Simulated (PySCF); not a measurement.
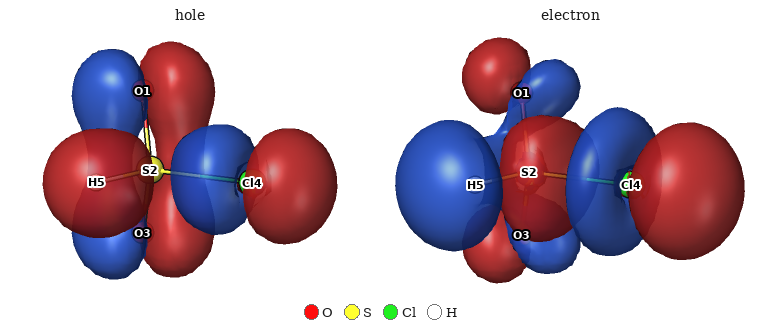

Figure 1: ClHO2S, SMILES `O=[SH](=O)Cl`. Leading natural transition orbital pair of T₂ (TDA triplet states); the surfaces enclose about 85 % of each orbital's density.

PySCF calculation, B3LYP/def2-SVPD, gas phase; geometry: GFN2-xTB. No frequency check shows the geometry to be a minimum. GFN2-xTB bond lengths at metals and heavier atoms can be off by up to 0.1 Å and shapes distorted, which carries into these values.

Geometry (Å), atoms numbered from 1:

```
O1       1.0471    1.2363    0.2471
S2       0.5173    0.0001   -0.2085
O3       1.0466   -1.2367    0.2470
Cl4     -1.5060    0.0001    0.0582
H5       0.5745    0.0003   -1.6060
```

**Give its energy and the atoms that hole and electron lie on.**

5.45 eV (227 nm), spin-forbidden from the singlet ground state; the leading pair carries 99 %; hole on Cl4 (26 %), O1 and O3 (22 % each) and S2 (17 %), electron on Cl4 (40 %), S2 (31 %) and H5 (12 %); their centroids lie 0.6 Å apart. In canonical orbitals it is mainly HOMO−1 → LUMO (95 %). The HOMO–LUMO gap is 6.80 eV.
